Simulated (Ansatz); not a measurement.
# Geometry relaxation, with input and output: Cu18N (part 1 of 2)

- system: Cu18N (slab, 19 atoms in the cell)
- method: DFT PBE-D3(BJ), scalar-relativistic, plane waves, PAW, PAW set soft_1, no spin polarisation (Ansatz 0.2.0)

The input holds or restrains some coordinates. Forces given for the steps count only the free coordinates. It belongs to a series of runs on one base structure; here: start relaxed. Figures and captions count atoms from 1; the log counts them from 0 in places.

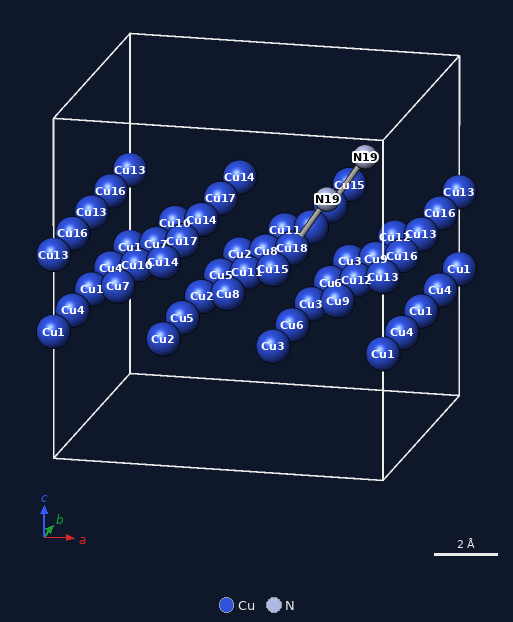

*The starting structure (ball-and-stick view of the 1 × 2 repeat of the cell, with the vacuum cut short, seen slightly off an axis; atoms are numbered from 1 in the order of the input). An atom can appear more than once, as a periodic image.*

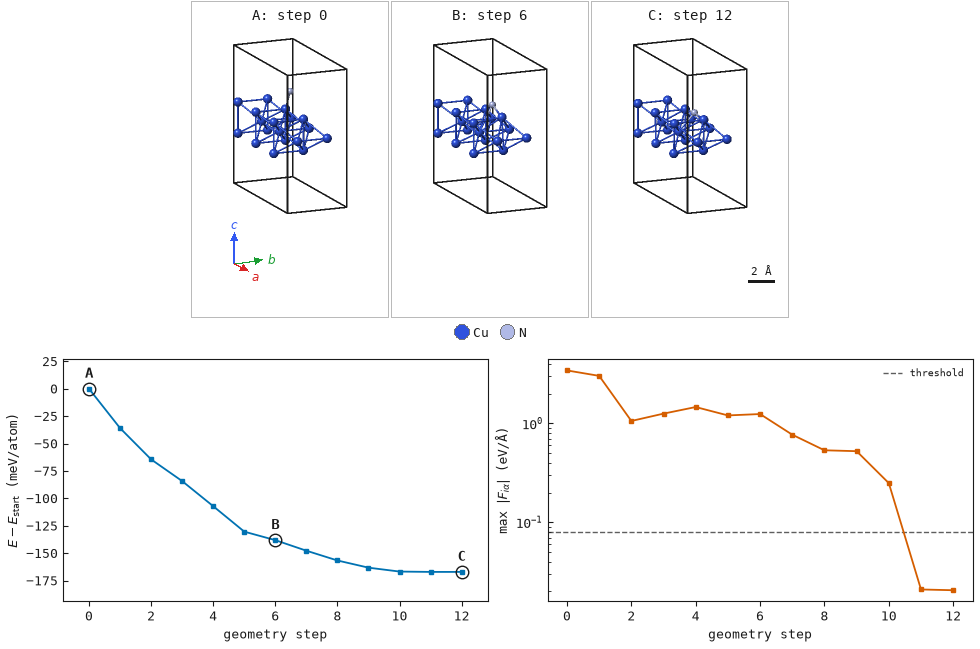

*Frames of the restrained relaxation (ball-and-stick view of the cell of the calculation, with the vacuum cut short (origin shifted), seen slightly off an axis) above the curves, on which the letters mark them (the first geometry is step 0 here and step 1 in the log).*

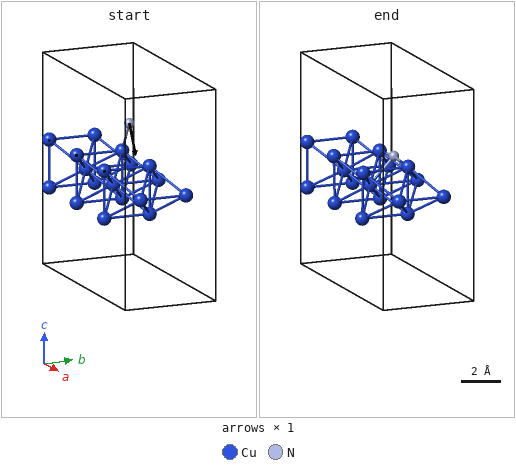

*Before (left) and after (right) the restrained relaxation, at one scale (ball-and-stick view of the cell of the calculation, with the vacuum cut short (origin shifted), seen slightly off an axis). The black arrows give the displacements, at true length.*

N19 moves most: 1.74 Å. Largest moves by element: N 1.74 Å, Cu 0.15 Å. The cell doesn't change. Among the contacts that change: Cu12–N19 3.365 → 1.944 Å, Cu9–N19 3.293 → 1.944 Å, Cu16–N19 2.997 → 1.873 Å, Cu18–N19 2.088 → 1.874 Å. New bonds form: Cu12–N19 (3.37 → 1.94 Å), Cu16–N19 (3.00 → 1.87 Å), Cu9–N19 (3.29 → 1.94 Å). Over 12 geometry steps the energy falls by 167 meV per atom. Largest force component: 3.4 eV/Å at the start, 0.021 eV/Å at the end. (Atoms are counted from 1 in the order of the input.)

The input and output of the run follow.

**The input**
```yaml
crystal:
  lattice:
    - [10.83, 0.0, 0.0]
    - [0.0, 5.105311, 0.0]
    - [0.0, 0.0, 15.552655]
  atoms:
    - { symbol: Cu, position: [0.0, 0.0, 0.0642977] }
    - { symbol: Cu, position: [0.3333333, 0.0, 0.0642977] }
    - { symbol: Cu, position: [0.6666667, 0.0, 0.0642977] }
    - { symbol: Cu, position: [0.0, 0.5, 0.0642977] }
    - { symbol: Cu, position: [0.3333333, 0.5, 0.0642977] }
    - { symbol: Cu, position: [0.6666667, 0.5, 0.0642977] }
    - { symbol: Cu, position: [0.1666667, 0.25, 0.1463626] }
    - { symbol: Cu, position: [0.5, 0.25, 0.1463626] }
    - { symbol: Cu, position: [0.8333333, 0.25, 0.1463626] }
    - { symbol: Cu, position: [0.1666667, 0.75, 0.1463626] }
    - { symbol: Cu, position: [0.5, 0.75, 0.1463626] }
    - { symbol: Cu, position: [0.8333333, 0.75, 0.1463626] }
    - { symbol: Cu, position: [0.0, 0.0, 0.2284276] }
    - { symbol: Cu, position: [0.3333333, 0.0, 0.2284276] }
    - { symbol: Cu, position: [0.6666667, 0.0, 0.2284276] }
    - { symbol: Cu, position: [0.0, 0.5, 0.2284276] }
    - { symbol: Cu, position: [0.3333333, 0.5, 0.2284276] }
    - { symbol: Cu, position: [0.6666667, 0.5, 0.2284276] }
    - { symbol: "N", position: [0.7742352, 0.4816893, 0.3396626] }
basis:
  ecutwfc: 420.0
kpoints:
  mp_grid: { grid: [2, 3, 1] }
hamiltonian:
  xc: pbe
  dispersion: d3bj
  pseudopotentials: { kind: paw, azcp: { folder: soft_1 } }
scf:
  occupations: { method: fermi_dirac, width: 0.05 }
  lower_state_search: "off"
relax:
  f_tol: 0.08
  max_steps: 25
  adjacent_minimum: "off"
  constraints: [{ sites: [0, 1, 2, 3, 4, 5] }]
```

Run as:
```bash
ansatz run input.yaml --threads 4 --pin off --max-ram 10240MiB --backend cpu --events-out ev --progress --plain --runs-dir out
```

**Output**
```
Engine: ansatz 0.2.0, aarch64-unknown-linux-gnu
Pseudopotentials: kind: paw
Pseudopotential: Cu, paw, valence charge 19, recommended cutoff 420 eV (normal), [file]
Pseudopotential: N, paw, valence charge 5, recommended cutoff 420 eV (normal), [file]
Functional definition: PBE
  parameter kappa = 0.804
  parameter beta = 0.06672455060314922
  exchange = pbe_x(kappa = kappa, mu = beta*pi^2/3)
  correlation = pbe_c(beta = beta)
Crystal: 19 atoms, lattice volume = 859.914 Å³
Basis set: ecut = 420 eV, 16787 PW (Γ), exchange–correlation on 150×72×216 points (8 copies of the dense FFT grid, shifted against one another)
Bands: 209, of which v1, the nominal top of the filled ones, is band 174 counted from 1 (173 counted from 0)
Symmetry: 1 space group operations
Space group: P1 (ITA 1), of the structure as read, at distance tolerance 9.5e-5 Å
k-points: 4 of 6 (time reversal used)
Non-local potential: Cu, projectors of the file, l = 0: 3, l = 1: 2, l = 2: 3, l = 3: 1
Non-local potential: N, projectors of the file, l = 0: 2, l = 1: 2, l = 2: 1
PAW form: soft (Blöchl's): semilocal exchange-correlation on the pseudo side does not see the compensation charge
PAW one-centre angular grid: Cu, 590 points (default); XC on 64 Gauss nodes
PAW one-centre angular grid: N, 110 points (default); XC on 64 Gauss nodes
Initial density: superposition of atomic densities (neutral atoms: chi_scale 0, normalization atom)
Initial wavefunctions: pseudopotential atomic-orbital guess
Functional: x = pbe(κ = 0.804, μ = 0.2195149727645171), c = pbe(β = 0.06672455060314922)
SCF iter   1: F=—  HF=-119644.568230 eV  |F-HF|=—  |Δ(HF+E_count)|=         —  Δρ=1.32e-1  dr2=1.29e2  ethr=3.10e-3  ⟨swp⟩=8.8  Hψ=3534  notcnv=0  defer=35
preconditioner: auto → LDOS  [metal: Δε(μ)=0.119 eV  Ē_g=6.325 eV  σ=0.050 eV  W_gap=0.47  n_scr=180 (ndim 8)  ℏωp=18.0 eV  f_vac=0.637  D(μ)=8.72/eV (n_scr^D=32)  β→1.0]
SCF iter   2: F=—  HF=-119711.746635 eV  |F-HF|=—  |Δ(HF+E_count)|=    6.72e1  Δρ=2.36e-1  dr2=3.22e2  ethr=3.10e-3  ⟨swp⟩=4.0  Hψ=2380  notcnv=0  defer=88  recentre
SCF iter   3: F=—  HF=-119628.880340 eV  |F-HF|=—  |Δ(HF+E_count)|=    8.29e1  Δρ=4.11e-2  dr2=2.14e1  ethr=3.10e-3  ⟨swp⟩=4.0  Hψ=2452  notcnv=0  defer=91
SCF iter   4: F=—  HF=-119627.346281 eV  |F-HF|=—  |Δ(HF+E_count)|=    1.53e0  Δρ=2.10e-2  dr2=4.07e0  ethr=3.10e-3  ⟨swp⟩=2.0  Hψ=1283  notcnv=0  defer=95
SCF iter   5: F=—  HF=-119627.031592 eV  |F-HF|=—  |Δ(HF+E_count)|=   3.15e-1  Δρ=7.26e-3  dr2=2.88e-1  ethr=1.17e-3  ⟨swp⟩=2.0  Hψ=1375  notcnv=0  defer=95
SCF iter   6: F=—  HF=-119627.142599 eV  |F-HF|=—  |Δ(HF+E_count)|=   1.11e-1  Δρ=1.01e-2  dr2=1.30e0  ethr=8.31e-5  ⟨swp⟩=2.5  Hψ=1323  notcnv=0  defer=95
SCF iter   7: F=—  HF=-119627.093244 eV  |F-HF|=—  |Δ(HF+E_count)|=   4.94e-2  Δρ=6.43e-3  dr2=3.75e-1  ethr=8.31e-5  ⟨swp⟩=2.0  Hψ=1333  notcnv=0  defer=95
SCF iter   8: F=—  HF=-119627.062373 eV  |F-HF|=—  |Δ(HF+E_count)|=   3.09e-2  Δρ=1.26e-3  dr2=1.16e-2  ethr=8.31e-5  ⟨swp⟩=2.2  Hψ=1211  notcnv=0  defer=95
SCF iter   9: F=—  HF=-119627.062792 eV  |F-HF|=—  |Δ(HF+E_count)|=   4.19e-4  Δρ=1.14e-3  dr2=1.09e-2  ethr=3.35e-6  ⟨swp⟩=2.0  Hψ=1407  notcnv=0  defer=95
SCF iter  10: F=—  HF=-119627.062568 eV  |F-HF|=—  |Δ(HF+E_count)|=   2.24e-4  Δρ=2.76e-4  dr2=8.02e-4  ethr=3.13e-6  ⟨swp⟩=2.0  Hψ=1105  notcnv=0  defer=95
SCF iter  11: F=—  HF=-119627.062698 eV  |F-HF|=—  |Δ(HF+E_count)|=   1.30e-4  Δρ=1.28e-4  dr2=9.14e-5  ethr=2.31e-7  ⟨swp⟩=2.0  Hψ=1170  notcnv=0  defer=95
SCF iter  12: F=-119627.062804 eV  HF=-119627.062784 eV  |F-HF|=1.99e-5  |Δ(HF+E_count)|=   8.63e-5  Δρ=7.34e-5  dr2=3.44e-5  ethr=2.63e-8  ⟨swp⟩=4.0  Hψ=2532  notcnv=0
SCF 1 converged in 12 iterations: F = -119627.062804 eV  dr2 = 3.44e-5
  greatest PAW one-centre occupation: 1.000 electrons in one spin orbital (limit 2), on the Cu atom at site 14 (counted from 0), in its partial waves of l = 0
relax step   1: F+E_penalty+E_count = -119627.06280427 eV  Δ(F+E_penalty+E_count) = +0.000e0 eV  max|allowed force component| = 3.443e0 eV/Å  Δτ_max = 0.0000 Å  (12 SCF iters, dr2 threshold 1.00e-4 eV, accepted)
Initial density: handed on by an earlier stage of this run
Initial wavefunctions: those handed on with the density
iter 1 solved again at ethr=1.88e-4 eV; its pass at ethr=3.10e-3 eV (dr2=6.52e-1 eV) is discarded
SCF iter   1: F=—  HF=-119627.791862 eV  |F-HF|=—  |Δ(HF+E_count)|=         —  Δρ=7.87e-3  dr2=6.77e-1  ethr=1.88e-4  ⟨swp⟩=2.0  Hψ=2593  notcnv=0  defer=91
preconditioner: auto → LDOS  [metal: Δε(μ)=0.049 eV  Ē_g=7.139 eV  σ=0.050 eV  W_gap=0.24  n_scr=180 (ndim 8)  ℏωp=18.0 eV  f_vac=0.642  D(μ)=8.27/eV (n_scr^D=28)  β→1.0]
SCF iter   2: F=—  HF=-119627.734572 eV  |F-HF|=—  |Δ(HF+E_count)|=   5.73e-2  Δρ=2.17e-3  dr2=2.26e-2  ethr=1.88e-4  ⟨swp⟩=2.0  Hψ=1194  notcnv=0  defer=91
SCF iter   3: F=—  HF=-119627.760172 eV  |F-HF|=—  |Δ(HF+E_count)|=   2.56e-2  Δρ=4.25e-3  dr2=9.92e-2  ethr=6.53e-6  ⟨swp⟩=2.0  Hψ=1474  notcnv=0  defer=91
SCF iter   4: F=—  HF=-119627.746485 eV  |F-HF|=—  |Δ(HF+E_count)|=   1.37e-2  Δρ=1.52e-3  dr2=1.41e-2  ethr=6.53e-6  ⟨swp⟩=2.2  Hψ=1538  notcnv=0  defer=91
SCF iter   5: F=—  HF=-119627.745081 eV  |F-HF|=—  |Δ(HF+E_count)|=   1.40e-3  Δρ=8.84e-4  dr2=4.36e-3  ethr=4.05e-6  ⟨swp⟩=2.0  Hψ=1528  notcnv=0  defer=95
SCF iter   6: F=—  HF=-119627.744779 eV  |F-HF|=—  |Δ(HF+E_count)|=   3.02e-4  Δρ=1.83e-4  dr2=1.99e-4  ethr=1.26e-6  ⟨swp⟩=2.0  Hψ=1131  notcnv=0  defer=95
SCF iter   7: F=—  HF=-119627.744952 eV  |F-HF|=—  |Δ(HF+E_count)|=   1.72e-4  Δρ=1.63e-4  dr2=1.41e-4  ethr=5.73e-8  ⟨swp⟩=3.0  Hψ=1579  notcnv=0  defer=95
SCF iter   8: F=-119627.744974 eV  HF=-119627.744964 eV  |F-HF|=1.03e-5  |Δ(HF+E_count)|=   1.18e-5  Δρ=3.62e-5  dr2=8.39e-6  ethr=2.88e-8  ⟨swp⟩=3.0  Hψ=3050  notcnv=0
SCF 2 converged in 8 iterations: F = -119627.744974 eV  dr2 = 8.39e-6
relax step   2: F+E_penalty+E_count = -119627.74497379 eV  Δ(F+E_penalty+E_count) = -6.822e-1 eV  max|allowed force component| = 3.033e0 eV/Å  Δτ_max = 0.1944 Å  (8 SCF iters, dr2 threshold 1.00e-4 eV, accepted)
SCF iter   1: F=—  HF=-119628.385589 eV  |F-HF|=—  |Δ(HF+E_count)|=         —  Δρ=1.12e-2  dr2=9.17e-1  ethr=2.25e-3  ⟨swp⟩=4.2  Hψ=1827  notcnv=0  defer=65
preconditioner: auto → LDOS  [metal: Δε(μ)=0.049 eV  Ē_g=7.163 eV  σ=0.050 eV  W_gap=0.24  n_scr=180 (ndim 8)  ℏωp=18.0 eV  f_vac=0.644  D(μ)=8.85/eV (n_scr^D=36)  β→1.0]
SCF iter   2: F=—  HF=-119628.266971 eV  |F-HF|=—  |Δ(HF+E_count)|=   1.19e-1  Δρ=3.29e-3  dr2=8.07e-2  ethr=2.64e-4  ⟨swp⟩=2.0  Hψ=1631  notcnv=0  defer=97
SCF iter   3: F=—  HF=-119628.330312 eV  |F-HF|=—  |Δ(HF+E_count)|=   6.33e-2  Δρ=7.51e-3  dr2=3.04e-1  ethr=2.33e-5  ⟨swp⟩=2.0  Hψ=1478  notcnv=0  defer=97
SCF iter   4: F=—  HF=-119628.289326 eV  |F-HF|=—  |Δ(HF+E_count)|=   4.10e-2  Δρ=2.35e-3  dr2=3.65e-2  ethr=2.33e-5  ⟨swp⟩=2.0  Hψ=1478  notcnv=0  defer=97
SCF iter   5: F=—  HF=-119628.290025 eV  |F-HF|=—  |Δ(HF+E_count)|=   7.00e-4  Δρ=2.30e-3  dr2=2.87e-2  ethr=1.05e-5  ⟨swp⟩=2.0  Hψ=1453  notcnv=0  defer=97
[...]
relax step   3: F+E_penalty+E_count = -119628.28685365 eV  Δ(F+E_penalty+E_count) = -5.419e-1 eV  max|allowed force component| = 1.060e0 eV/Å  Δτ_max = 0.1947 Å  (8 SCF iters, dr2 threshold 1.00e-4 eV, accepted)
preconditioner: auto → LDOS  [metal: Δε(μ)=0.035 eV  Ē_g=7.184 eV  σ=0.050 eV  W_gap=0.17  n_scr=180 (ndim 8)  ℏωp=18.0 eV  f_vac=0.646  D(μ)=9.00/eV (n_scr^D=36)  β→1.0]
relax step   4: F+E_penalty+E_count = -119628.66336935 eV  Δ(F+E_penalty+E_count) = -3.765e-1 eV  max|allowed force component| = 1.258e0 eV/Å  Δτ_max = 0.1946 Å  (8 SCF iters, dr2 threshold 1.00e-4 eV, accepted)
preconditioner: auto → LDOS  [metal: Δε(μ)=0.032 eV  Ē_g=7.209 eV  σ=0.050 eV  W_gap=0.16  n_scr=180 (ndim 8)  ℏωp=18.0 eV  f_vac=0.648  D(μ)=8.63/eV (n_scr^D=32)  β→1.0]
relax step   5: F+E_penalty+E_count = -119629.09830283 eV  Δ(F+E_penalty+E_count) = -4.349e-1 eV  max|allowed force component| = 1.467e0 eV/Å  Δτ_max = 0.1961 Å  (8 SCF iters, dr2 threshold 1.00e-4 eV, accepted)
preconditioner: auto → LDOS  [insulator: Δε(μ)=0.120 eV  Ē_g=7.224 eV  σ=0.050 eV  W_gap=0.51  n_scr=180 (ndim 8)  ℏωp=18.0 eV  f_vac=0.649  D(μ)=7.34/eV (n_scr^D=24)  ε∞_Penn≈7.2  β→1.0]
relax step   6: F+E_penalty+E_count = -119629.53922355 eV  Δ(F+E_penalty+E_count) = -4.409e-1 eV  max|allowed force component| = 1.207e0 eV/Å  Δτ_max = 0.1945 Å  (8 SCF iters, dr2 threshold 1.00e-4 eV, accepted)
preconditioner: auto → LDOS  [insulator: Δε(μ)=0.194 eV  Ē_g=7.262 eV  σ=0.050 eV  W_gap=0.66  n_scr=180 (ndim 8)  ℏωp=18.0 eV  f_vac=0.651  D(μ)=6.89/eV (n_scr^D=16)  ε∞_Penn≈7.2  β→1.0]
relax step   7: F+E_penalty+E_count = -119629.68688985 eV  Δ(F+E_penalty+E_count) = -1.477e-1 eV  max|allowed force component| = 1.246e0 eV/Å  Δτ_max = 0.1948 Å  (8 SCF iters, dr2 threshold 1.00e-4 eV, accepted)
preconditioner: auto → LDOS  [insulator: Δε(μ)=0.134 eV  Ē_g=7.288 eV  σ=0.050 eV  W_gap=0.55  n_scr=180 (ndim 8)  ℏωp=18.0 eV  f_vac=0.653  D(μ)=7.82/eV (n_scr^D=24)  ε∞_Penn≈7.1  β→1.0]
relax step   8: F+E_penalty+E_count = -119629.86966513 eV  Δ(F+E_penalty+E_count) = -1.828e-1 eV  max|allowed force component| = 7.702e-1 eV/Å  Δτ_max = 0.2000 Å  (7 SCF iters, dr2 threshold 1.00e-4 eV, accepted)
preconditioner: auto → LDOS  [metal: Δε(μ)=0.068 eV  Ē_g=7.312 eV  σ=0.050 eV  W_gap=0.33  n_scr=180 (ndim 8)  ℏωp=18.0 eV  f_vac=0.655  D(μ)=9.70/eV (n_scr^D=48)  β→1.0]
relax step   9: F+E_penalty+E_count = -119630.03901835 eV  Δ(F+E_penalty+E_count) = -1.694e-1 eV  max|allowed force component| = 5.357e-1 eV/Å  Δτ_max = 0.2000 Å  (8 SCF iters, dr2 threshold 1.00e-4 eV, accepted)
preconditioner: auto → LDOS  [insulator: Δε(μ)=0.194 eV  Ē_g=7.335 eV  σ=0.050 eV  W_gap=0.62  n_scr=180 (ndim 8)  ℏωp=18.0 eV  f_vac=0.656  D(μ)=10.49/eV (n_scr^D=52)  ε∞_Penn≈7.0  β→1.0]
relax step  10: F+E_penalty+E_count = -119630.16351124 eV  Δ(F+E_penalty+E_count) = -1.245e-1 eV  max|allowed force component| = 5.246e-1 eV/Å  Δτ_max = 0.1921 Å  (9 SCF iters, dr2 threshold 1.00e-4 eV, accepted)
preconditioner: auto → LDOS  [insulator: Δε(μ)=0.190 eV  Ē_g=7.311 eV  σ=0.050 eV  W_gap=0.56  n_scr=180 (ndim 8)  ℏωp=18.0 eV  f_vac=0.656  D(μ)=9.86/eV (n_scr^D=48)  ε∞_Penn≈7.1  β→1.0]
relax step  11: F+E_penalty+E_count = -119630.23101721 eV  Δ(F+E_penalty+E_count) = -6.751e-2 eV  max|allowed force component| = 2.492e-1 eV/Å  Δτ_max = 0.1890 Å  (8 SCF iters, dr2 threshold 1.00e-4 eV, accepted)
preconditioner: auto → LDOS  [insulator: Δε(μ)=0.187 eV  Ē_g=7.309 eV  σ=0.050 eV  W_gap=0.58  n_scr=180 (ndim 8)  ℏωp=18.0 eV  f_vac=0.656  D(μ)=10.02/eV (n_scr^D=48)  ε∞_Penn≈7.1  β→1.0]
  greatest PAW one-centre occupation: 1.000 electrons in one spin orbital (limit 2), on the Cu atom at site 12 (counted from 0), in its partial waves of l = 0
relax step  12: F+E_penalty+E_count = -119630.23709039 eV  Δ(F+E_penalty+E_count) = -6.073e-3 eV  max|allowed force component| = 2.093e-2 eV/Å  Δτ_max = 0.0291 Å  (8 SCF iters, dr2 threshold 1.40e-5 eV, accepted)
preconditioner: auto → LDOS  [insulator: Δε(μ)=0.189 eV  Ē_g=7.312 eV  σ=0.050 eV  W_gap=0.58  n_scr=180 (ndim 8)  ℏωp=18.0 eV  f_vac=0.656  D(μ)=9.98/eV (n_scr^D=48)  ε∞_Penn≈7.1  β→1.0]
relax step  13: F+E_penalty+E_count = -119630.23709231 eV  Δ(F+E_penalty+E_count) = -1.927e-6 eV  max|allowed force component| = 2.056e-2 eV/Å  Δτ_max = 0.0000 Å  (5 SCF iters, accepted)
Free energy (F): -119630.237092 eV
Harris-Foulkes:  -119630.237092 eV  (|F-HF|=1.71e-7)
Internal energy: -119630.159584 eV  (E = F + TS)
E sigma→0 (E₀):  -119630.198338 eV
Entropy (-TS):   -0.077508 eV (-4.079 meV/atom)
Fermi energy:    0.864129 eV
[...]
--- Per-component energies (eV) ---
  E_band       = -11853.073241
  E_kinetic    = 4819.396873
  E_local      = -383394.968677  (includes V_loc(G=0)·N_el)
  E_nonlocal   = 16127.936142
  E_hartree    = 182855.908634
  E_xc         = -1275.308074
  E_vxc        = -1643.009430  (∫ρ·V_xc dr)
  E_paw        = -32855.950367  (= ΣΔE_a)
  E_vpaw       = -13474.210038  (= ΣTr[D̂ρ^β])
  E_aug_tail   = 0.018292  (compensation charges beyond the density's cutoff)
  E_ewald      = 94098.004442
  E_disp       = -5.196849  (pairwise vdW)
  E_smearing   = -0.077508  (= −TS)
  E_closure    = -0.000000  (closes the sum)
  Σ components = -119630.237092   (vs F -119630.237092, Δ=0.00e0)
--- Forces (eV/Å), atoms counted from 1 ---
  atom   1  Cu    -0.07716684    -0.00060057     0.03623700
  atom   2  Cu    -0.00022911     0.00068722    -0.06838270
  atom   3  Cu     0.07858184    -0.00077399     0.03568920
  atom   4  Cu     0.07242942    -0.00078716     0.03000640
  atom   5  Cu    -0.00013324    -0.00031745    -0.06498195
  atom   6  Cu    -0.07132814    -0.00074098     0.02794534
  atom   7  Cu     0.00020882    -0.00038251     0.00226012
  atom   8  Cu    -0.00170277     0.00116140     0.00360618
  atom   9  Cu     0.00085202     0.02055825     0.00763654
  atom  10  Cu    -0.00127106     0.00084277     0.00466408
  atom  11  Cu     0.00073929    -0.00022286     0.00624475
  atom  12  Cu     0.00075383    -0.01238355     0.00599287
  atom  13  Cu     0.00969899    -0.00311527    -0.00139441
  atom  14  Cu     0.00033699     0.00312194    -0.00332601
  atom  15  Cu    -0.00888255    -0.00289088    -0.00116849
  atom  16  Cu    -0.00114425    -0.00001021    -0.00495967
  atom  17  Cu     0.00036897    -0.00230409    -0.00081289
  atom  18  Cu     0.00564572    -0.00026698    -0.00281878
  atom  19  N     -0.00775018    -0.00158627    -0.01245129
  max |Σ_I F_I| component: 1.37e-5 eV/Å
--- Relaxed structure (13 steps of the walk, 13 accepted, 0 SCFs on fresh bases) ---
  F+E_penalty+E_count = -119630.23709231 eV   max|allowed force component| = 2.056e-2 eV/Å
  atoms:
    - { symbol: Cu, position: [0.0, 0.0, 0.0642977] }
    - { symbol: Cu, position: [0.3333333, 0.0, 0.0642977] }
    - { symbol: Cu, position: [0.6666667, 0.0, 0.0642977] }
    - { symbol: Cu, position: [0.0, 0.5, 0.0642977] }
    - { symbol: Cu, position: [0.3333333, 0.5, 0.0642977] }
    - { symbol: Cu, position: [0.6666667, 0.5, 0.0642977] }
    - { symbol: Cu, position: [0.1672056875314718, 0.25307606470100513, 0.14168335589756445] }
    - { symbol: Cu, position: [0.4994898056190515, 0.253052208065005, 0.14165966173364422] }
    - { symbol: Cu, position: [0.8333312135178199, 0.23793699597699994, 0.14530107978334775] }
    - { symbol: Cu, position: [0.16719677553291468, 0.7469643989129187, 0.14164541111479945] }
    - { symbol: Cu, position: [0.4994861970611094, 0.7469622037190676, 0.14161725403346903] }
    - { symbol: Cu, position: [0.8333354799118358, 0.7617592513672244, 0.14530159068156323] }
    - { symbol: Cu, position: [0.011959684550486653, 0.00016077395845014684, 0.2233196083081079] }
    - { symbol: Cu, position: [0.33334958675110377, -0.00011695898234116647, 0.22032603216224939] }
    - { symbol: Cu, position: [0.6546836232066142, 0.0001408414463487578, 0.22332226713477513] }
    - { symbol: Cu, position: [0.005853846814111478, 0.5000976438028508, 0.22666502329714647] }
    - { symbol: Cu, position: [0.3333416318401705, 0.5000498407968917, 0.22147097528258686] }
    - { symbol: Cu, position: [0.6609090181698843, 0.5001000121533844, 0.22661844163879957] }
    - { symbol: N, position: [0.8334217256862051, 0.4999031855728391, 0.23605018597933375] }
```
